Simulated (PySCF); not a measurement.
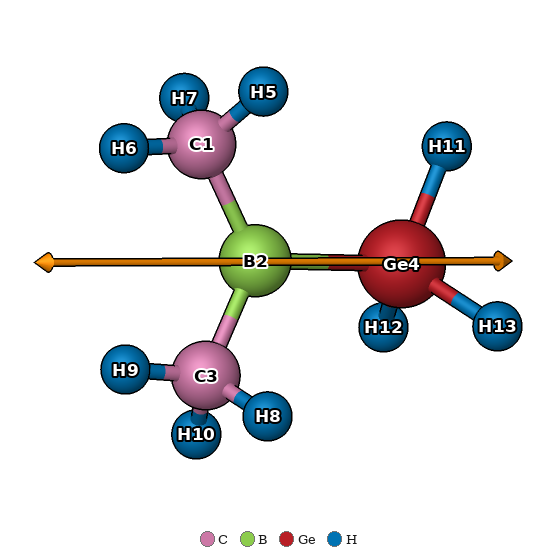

The double arrow shows the direction of the transition dipole to excited singlet state 9 (its length means nothing). The computed structure is the end point of a PBE0-D3(BJ)/def2-SVP optimisation. No frequency run is at hand to confirm it as a minimum. Level of theory: TDDFT PBE0/aug-cc-pVDZ, vertical, gas phase, core orbitals frozen in the response (PySCF 2.14.0).

Question: How is the transition polarised?

Answer: Nearly parallel to the B2–Ge4 bond.

Question: Give its energy, strength and character.

Answer: 7.48 eV (166 nm), oscillator strength 0.17, mainly HOMO → LUMO+5 (weight 0.57); transition dipole 2.46 D.
